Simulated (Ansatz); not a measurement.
**BH2OSi with multiplicity 2: molecular dynamics**

The plan is to follow the molecule's vibrations and see whether its bonds hold. The start is relaxed first. Runs: 300 steps of 0.5 fs at constant energy (fourth-order Milne integrator), with velocities drawn for 700 K. SMILES of the start: [BH][SiH]=O.

Program: Ansatz 0.2.0. Level of theory: UKS PBE-D4/def2-SVP. These are calculated values, not measurements.

**1. The structure to begin with**

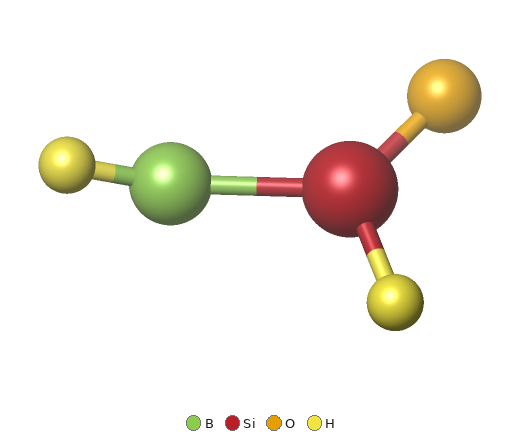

Start, viewed from a chosen angle; boron green, silicon red, oxygen amber, hydrogen yellow.

Coordinates:

```xyz
5

B    -0.9266   -0.7188   -0.3257
Si    0.5151    0.4457    0.0499
O     0.5775    1.9500   -0.1177
H    -1.8559   -1.3815   -0.1544
H     1.6899   -0.2953    0.5480
```

**2. Preparing the start**

Contents of input.yaml:

```yaml
crystal:
  periodic: [false, false, false]
  atoms:
    - { symbol: B, position_ang: [-0.92661, -0.71881, -0.32572] }
    - { symbol: Si, position_ang: [0.51509, 0.44567, 0.04989] }
    - { symbol: O, position_ang: [0.57752, 1.95001, -0.11773] }
    - { symbol: H, position_ang: [-1.85593, -1.38153, -0.15442] }
    - { symbol: H, position_ang: [1.68993, -0.29534, 0.54798] }
magnetization:
  spin_polarized: true
  initial_magnetization: 1
basis:
  gaussian: { orbitals: def2-SVP }
hamiltonian:
  xc: pbe
  dispersion: d4
relax:
  f_tol: 0.02
  max_steps: 40
```

Command:

```console
$ ansatz run input.yaml --threads 1 --pin off --max-ram 2048MiB --backend cpu --events-out ev --progress --plain --runs-dir out
```

Log, cut to the lines that bear on the results:

```text
Warning: RAYON_NUM_THREADS=1 ignored (pool sized by the plan → 1); use --threads N
[...]
Functional definition: PBE
[...]
609 factors; their error is unknown
[...]
mean field -10618.09540679 eV, -390.2078089960 hartree, gradient 1.6e-5 eV, S^2 0.754644; 4 other end points of the search recorded, 0 dependent functions left out
[...]
reference -10618.09543668 eV, -390.2078100944 hartree; 15, 14 occupied and 41, 42 virtual orbitals, 609 factors
relax step   1: F+E_penalty+E_count = -10618.18256908 eV  Δ(F+E_penalty+E_count) = +0.000e0 eV  max|allowed force component| = 2.863e0 eV/Å  Δτ_max = 0.0000 Å  (82 SCF iters, accepted)
[...]
relax step   3: F+E_penalty+E_count = -10618.35730432 eV  Δ(F+E_penalty+E_count) = -3.831e-2 eV  max|allowed force component| = 1.616e-1 eV/Å  Δτ_max = 0.0559 Å  (34 SCF iters, accepted)
[...]
relax step   5: F+E_penalty+E_count = -10618.38897115 eV  Δ(F+E_penalty+E_count) = -1.946e-2 eV  max|allowed force component| = 4.407e-1 eV/Å  Δτ_max = 0.1583 Å  (39 SCF iters, accepted)
[...]
relax step   7: F+E_penalty+E_count = -10618.39723400 eV  Δ(F+E_penalty+E_count) = -8.263e-3 eV  max|allowed force component| = 5.608e-2 eV/Å  Δτ_max = 0.0232 Å  (34 SCF iters, accepted)
[...]
relax step   8: F+E_penalty+E_count = -10618.39798748 eV  Δ(F+E_penalty+E_count) = -7.535e-4 eV  max|allowed force component| = 2.050e-2 eV/Å  Δτ_max = 0.0190 Å  (33 SCF iters, accepted)
[...]
relax step   9: F+E_penalty+E_count = -10618.39803682 eV  Δ(F+E_penalty+E_count) = -4.933e-5 eV  max|allowed force component| = 4.090e-3 eV/Å  Δτ_max = 0.0049 Å  (28 SCF iters, accepted)
609 factors; their error is unknown
[...]
mean field -10618.31068425 eV, -390.2157202965 hartree, gradient 1.7e-5 eV, S^2 0.755712; 4 other end points of the search recorded, 0 dependent functions left out
[...]
reference -10618.31071371 eV, -390.2157213794 hartree; 15, 14 occupied and 41, 42 virtual orbitals, 609 factors
Total energy: -10618.39806628 eV, -390.2189315272 hartree
Atom 0 at    -0.920319    -0.734553    -0.134635 Å, force    -0.004090    -0.002489    -0.000583 eV/Å
Atom 1 at     0.635297     0.336198     0.119217 Å, force     0.001578     0.004028    -0.000232 eV/Å
Atom 2 at     0.334277     1.850081    -0.195640 Å, force    -0.000906    -0.001346    -0.000035 eV/Å
Atom 3 at    -2.001643    -1.213232    -0.351635 Å, force     0.000719     0.000931    -0.000037 eV/Å
Atom 4 at     1.952387    -0.238495     0.562692 Å, force     0.002699    -0.001124     0.000887 eV/Å
Dipole moment:     0.007423    -0.674750     0.106232 e Å
```

Run time: 20 s. Hardware: 1 thread of Arm Neoverse V1, shared host; peak memory 0.14 GiB.

Step by step:

```tsv
step	energy from step 1 (eV)	largest force component (eV/Å)
1	0.0000	2.8627
2	-0.1364	1.2171
3	-0.1747	0.1616
4	-0.1869	0.1848
5	-0.2064	0.4407
6x	-0.2061	0.2846
7	-0.2147	0.0561
8	-0.2154	0.0205
9	-0.2155	0.0041
```

Step 1 is the start. 1 step was tried and not accepted (marked x).

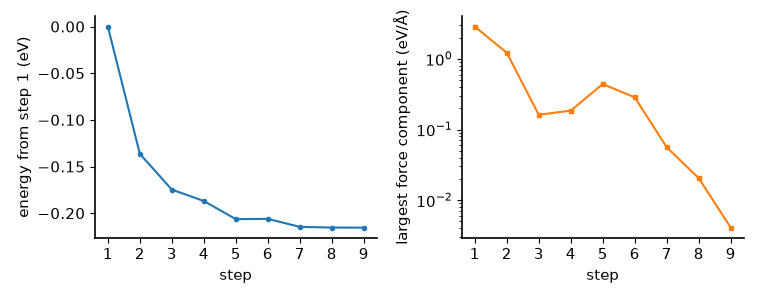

Energy and largest force along the relaxation.

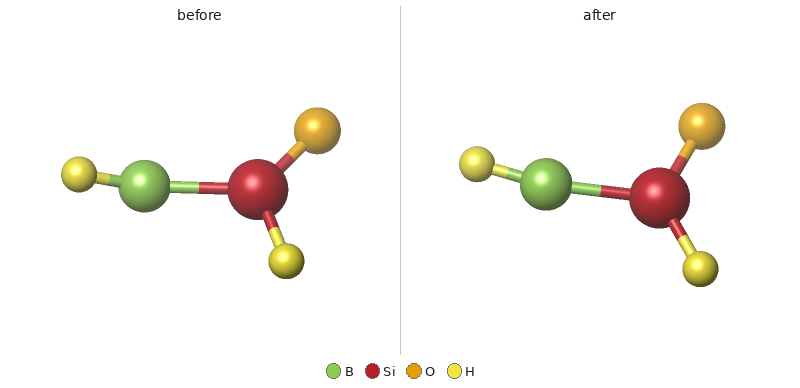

Before and after, at one scale.

After: Bond lengths: B1–Si2 1.905 Å, Si2–O3 1.575 Å, B1–H4 1.202 Å, Si2–H5 1.504 Å. Angles: B1–Si2–O3 110.9°, B1–Si2–H5 122.7°, O3–Si2–H5 126.4°, Si2–B1–H4 169.1°.

**3. Dynamics**

300 steps of 0.5 fs at constant energy (fourth-order milne integrator), with velocities drawn for 700 K, from the relaxed start. H is given a mass of 2.014 u.

Contents of input.yaml:

```yaml
crystal:
  periodic: [false, false, false]
  atoms:
    - { symbol: B, position_ang: [-0.920319, -0.734553, -0.134635] }
    - { symbol: Si, position_ang: [0.635297, 0.336198, 0.119217] }
    - { symbol: O, position_ang: [0.334277, 1.850081, -0.19564] }
    - { symbol: H, position_ang: [-2.001643, -1.213232, -0.351635] }
    - { symbol: H, position_ang: [1.952387, -0.238495, 0.562692] }
magnetization:
  spin_polarized: true
  initial_magnetization: 1
basis:
  gaussian: { orbitals: def2-SVP }
hamiltonian:
  xc: pbe
  dispersion: d4
md:
  timestep: 0.5
  n_steps: 300
  ensemble: nve_milne
  temperature: 700.0
  initial_velocities: maxwell_boltzmann
  seed: 792303
  masses: [{ species: H, mass: 2.014 }]
```

Command:

```console
$ ansatz run input.yaml --threads 1 --pin off --max-ram 2048MiB --backend cpu --events-out ev --progress --plain --runs-dir out
```

Log, cut to the lines that bear on the results:

```text
Warning: RAYON_NUM_THREADS=1 ignored (pool sized by the plan → 1); use --threads N
[...]
[... 1 set-up line as earlier in the session ...]
[...]
609 factors; their error is unknown
[...]
mean field -10618.31068900 eV, -390.2157204714 hartree, gradient 4.4e-5 eV, S^2 0.755712; 3 other end points of the search recorded, 0 dependent functions left out
[...]
reference -10618.31071825 eV, -390.2157215462 hartree; 15, 14 occupied and 41, 42 virtual orbitals, 609 factors
md step     0: t =     0.00 fs  T =   700.0 K  F+E_penalty+E_count = -10618.39804158 eV  E_kin = 0.271446 eV  conserved = -10618.12659558 eV  (78 SCF iters)
[...]
md step    18: t =     9.00 fs  T =   493.3 K  F+E_penalty+E_count = -10618.31792509 eV  E_kin = 0.191309 eV  conserved = -10618.12661658 eV  (35 SCF iters, 3 dispersion substeps)
[...]
md step    36: t =    18.00 fs  T =   485.3 K  F+E_penalty+E_count = -10618.31479426 eV  E_kin = 0.188173 eV  conserved = -10618.12662146 eV  (35 SCF iters, 3 dispersion substeps)
[...]
md step    54: t =    27.00 fs  T =   452.2 K  F+E_penalty+E_count = -10618.30198081 eV  E_kin = 0.175363 eV  conserved = -10618.12661826 eV  (34 SCF iters, 3 dispersion substeps)
[...]
md step    70: t =    35.00 fs  T =   440.3 K  F+E_penalty+E_count = -10618.29735152 eV  E_kin = 0.170735 eV  conserved = -10618.12661622 eV  (36 SCF iters, 3 dispersion substeps)
md step    71: t =    35.50 fs  T =   376.7 K  F+E_penalty+E_count = -10618.27268168 eV  E_kin = 0.146065 eV  conserved = -10618.12661700 eV  (36 SCF iters, 3 dispersion substeps)
```

**4. The log goes on: dynamics from the start**

The log, continued, cut to the lines that bear on the results:

```text
md step    72: t =    36.00 fs  T =   309.2 K  F+E_penalty+E_count = -10618.24650774 eV  E_kin = 0.119886 eV  conserved = -10618.12662134 eV  (37 SCF iters, 3 dispersion substeps)
[...]
md step    94: t =    47.00 fs  T =   234.6 K  F+E_penalty+E_count = -10618.21760281 eV  E_kin = 0.090973 eV  conserved = -10618.12663016 eV  (89 SCF iters, 3 dispersion substeps)
[...]
md step   116: t =    58.00 fs  T =   344.1 K  F+E_penalty+E_count = -10618.26005083 eV  E_kin = 0.133431 eV  conserved = -10618.12661941 eV  (36 SCF iters, 3 dispersion substeps)
[...]
md step   138: t =    69.00 fs  T =   259.7 K  F+E_penalty+E_count = -10618.22733559 eV  E_kin = 0.100713 eV  conserved = -10618.12662211 eV  (37 SCF iters, 3 dispersion substeps)
[...]
md step   160: t =    80.00 fs  T =   240.0 K  F+E_penalty+E_count = -10618.21971568 eV  E_kin = 0.093086 eV  conserved = -10618.12662965 eV  (36 SCF iters, 3 dispersion substeps)
md step   161: t =    80.50 fs  T =   215.7 K  F+E_penalty+E_count = -10618.21027150 eV  E_kin = 0.083642 eV  conserved = -10618.12662947 eV  (36 SCF iters, 3 dispersion substeps)
```

**5. The output, continued: dynamics from the start**

The log, continued, cut to the lines that bear on the results:

```text
md step   162: t =    81.00 fs  T =   216.9 K  F+E_penalty+E_count = -10618.21072760 eV  E_kin = 0.084099 eV  conserved = -10618.12662870 eV  (37 SCF iters, 3 dispersion substeps)
[...]
md step   181: t =    90.50 fs  T =   297.9 K  F+E_penalty+E_count = -10618.24212448 eV  E_kin = 0.115504 eV  conserved = -10618.12662058 eV  (34 SCF iters, 3 dispersion substeps)
[...]
md step   200: t =   100.00 fs  T =   375.2 K  F+E_penalty+E_count = -10618.27212460 eV  E_kin = 0.145503 eV  conserved = -10618.12662201 eV  (36 SCF iters, 3 dispersion substeps)
[...]
md step   219: t =   109.50 fs  T =   542.7 K  F+E_penalty+E_count = -10618.33708489 eV  E_kin = 0.210468 eV  conserved = -10618.12661735 eV  (36 SCF iters, 3 dispersion substeps)
[...]
md step   299: t =   149.50 fs  T =   304.4 K  F+E_penalty+E_count = -10618.24466418 eV  E_kin = 0.118037 eV  conserved = -10618.12662758 eV  (34 SCF iters, 3 dispersion substeps)
[...]
md step   300: t =   150.00 fs  T =   374.7 K  F+E_penalty+E_count = -10618.27193782 eV  E_kin = 0.145313 eV  conserved = -10618.12662514 eV  (70 SCF iters, 3 dispersion substeps)
Total energy: -10618.27196686 eV, -390.2142974589 hartree
Atom 0 at    -0.928497    -0.719764    -0.087666 Å, force     1.633642     0.827673     0.479556 eV/Å
Atom 1 at     0.663566     0.337260     0.095692 Å, force    -0.189365    -1.702168     0.445120 eV/Å
Atom 2 at     0.292437     1.806395    -0.190611 Å, force    -0.299944     1.585293    -0.367527 eV/Å
Atom 3 at    -1.961173    -1.004153    -0.482438 Å, force    -1.565681    -0.645694    -0.589123 eV/Å
Atom 4 at     1.893981    -0.194735     0.729495 Å, force     0.421348    -0.065105     0.031975 eV/Å
Dipole moment:     0.069300    -0.648567     0.061098 e Å
```

Run time: 8.4 min. Hardware: 1 thread of Arm Neoverse V1, shared host; peak memory 0.11 GiB.

**6. Frames and traces**

The trajectory, every 22 steps (energies from step 0):

```tsv
time (fs)	T (K)	potential energy change (meV/atom)	total energy change (meV/atom)
0.0	700	0.0	0.00
11.0	382	24.7	-0.01
22.0	177	40.6	0.00
33.0	538	12.6	-0.01
44.0	443	20.0	-0.01
55.0	130	44.2	0.00
66.0	332	28.5	-0.01
77.0	515	14.4	-0.01
88.0	222	37.0	0.00
99.0	270	33.3	-0.01
110.0	563	10.6	-0.01
121.0	325	29.1	0.00
132.0	245	35.3	-0.01
143.0	537	12.6	-0.01
150.0	375	25.2	-0.01
```

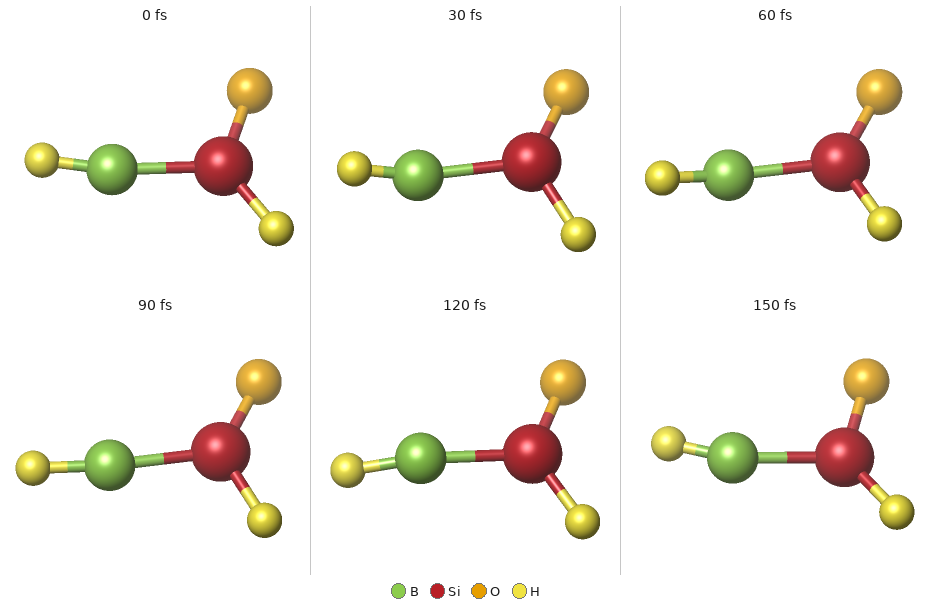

The system at six times, viewed from a chosen angle. Sticks join atoms within a bonding distance in each frame.

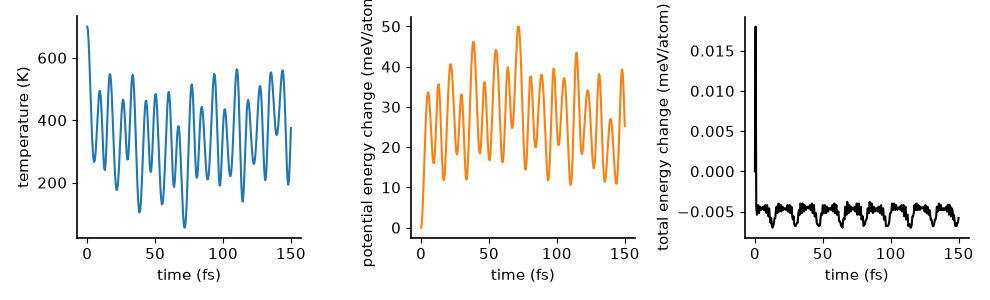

Time series of the run, each on its own scale.

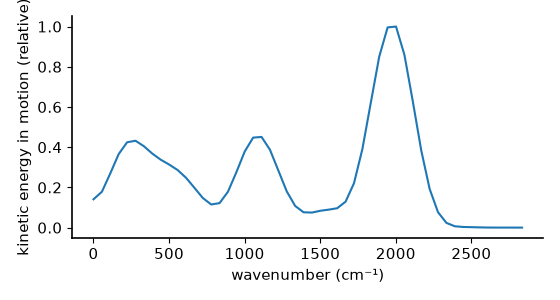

Power spectrum of the mass-weighted velocities; a run of 150 fs resolves no finer than about 440 cm⁻¹.

Maxima of the velocity power spectrum (cm⁻¹, relative height; resolution about 440 cm⁻¹): 280 (43), 1110 (45), 2000 (100).

**7. Snapshots as a file**

Positions (Å) and forces (eV/Å):

```xyz
5
time_fs=19.0 T=378 dE=0.1250
B    -0.915   -0.800   -0.177   -1.258   -0.710    0.027
Si    0.589    0.362    0.140    0.060   -0.673   -0.224
O     0.417    1.867   -0.195   -0.416    1.024   -0.129
H    -2.039   -1.405   -0.234    1.326    0.764    0.078
H     1.942   -0.191    0.379    0.288   -0.406    0.248
5
time_fs=37.5 T=143 dE=0.2160
B    -0.883   -0.838   -0.189   -2.093   -1.012    0.147
Si    0.568    0.357    0.128   -0.096    2.007   -0.591
O     0.446    1.942   -0.190    0.118   -1.966    0.453
H    -2.001   -1.502   -0.097    1.649    0.949   -0.175
H     1.802   -0.415    0.436    0.422    0.021    0.166
5
time_fs=56.0 T=152 dE=0.2127
B    -0.897   -0.833   -0.177   -1.775   -1.419    0.234
Si    0.556    0.388    0.083    0.106   -1.807    0.481
O     0.475    1.894   -0.150   -0.121    2.092   -0.417
H    -1.924   -1.626   -0.025    1.489    1.222   -0.313
H     1.738   -0.363    0.610    0.300   -0.087    0.015
5
time_fs=75.0 T=361 dE=0.1316
B    -0.925   -0.851   -0.143   -0.888   -0.880    0.058
Si    0.552    0.362    0.068    0.432    1.181    0.371
O     0.491    1.941   -0.144   -0.210   -1.066   -0.083
H    -1.904   -1.649   -0.127    0.934    0.886   -0.108
H     1.805   -0.259    0.679   -0.268   -0.122   -0.238
5
time_fs=94.0 T=543 dE=0.0610
B    -0.917   -0.858   -0.098    0.082    0.528   -0.056
Si    0.561    0.372    0.095    0.413    0.027    0.035
O     0.463    1.930   -0.172   -0.038   -0.744    0.138
H    -1.879   -1.516   -0.353   -0.144   -0.225    0.000
H     1.817   -0.412    0.529   -0.313    0.412   -0.117
5
time_fs=112.5 T=338 dE=0.1402
B    -0.950   -0.786   -0.088    1.621    1.094    0.678
Si    0.585    0.371    0.119    0.394   -1.961    0.029
O     0.421    1.867   -0.189   -0.205    1.694   -0.203
H    -1.781   -1.452   -0.488   -1.490   -1.033   -0.601
H     1.908   -0.346    0.405   -0.320    0.206    0.096
5
time_fs=131.0 T=208 dE=0.1909
B    -0.974   -0.746   -0.084    2.635    1.393    1.071
Si    0.629    0.323    0.120   -0.451    1.660   -0.489
O     0.356    1.889   -0.203    0.227   -1.846    0.390
H    -1.835   -1.299   -0.532   -2.099   -1.172   -0.987
H     1.993   -0.214    0.523   -0.313   -0.035    0.015
5
time_fs=150.0 T=375 dE=0.1261
B    -0.928   -0.720   -0.088    1.634    0.828    0.480
Si    0.664    0.337    0.096   -0.189   -1.702    0.445
O     0.292    1.806   -0.191   -0.300    1.585   -0.367
H    -1.961   -1.004   -0.482   -1.566   -0.646   -0.589
H     1.894   -0.195    0.730    0.421   -0.065    0.032
```

**8. Results**

| quantity | value |
| --- | --- |
| relaxation of the start | 7 moves, 0.215 eV lower |
| length | 300 steps of 0.5 fs |
| temperature, first and last step | 700 and 375 K |
| temperature, second half | mean 368 K, from 139 to 563 K |
| potential energy, second half | +26 meV/atom from the start |
| largest change of the total energy | 0.02 meV/atom |
| bonds formed or broken | 0 |

**Reading.** The temperature starts at 700 K and averages 368 K in the second half, where it ranges from 139 to 563 K; a mean near half the start is what vibrations about a minimum give, since they share energy equally between motion and strain. The total energy strays from its start by at most 0.02 meV/atom, under 0.1 % of the mean kinetic energy, which is good for a step of 0.5 fs. The bonding pattern survives the run. A run of 150 fs with 5 atoms shows the motion but fixes no equilibrium value. The nuclei move classically, without zero-point motion, which matters most for hydrogen.
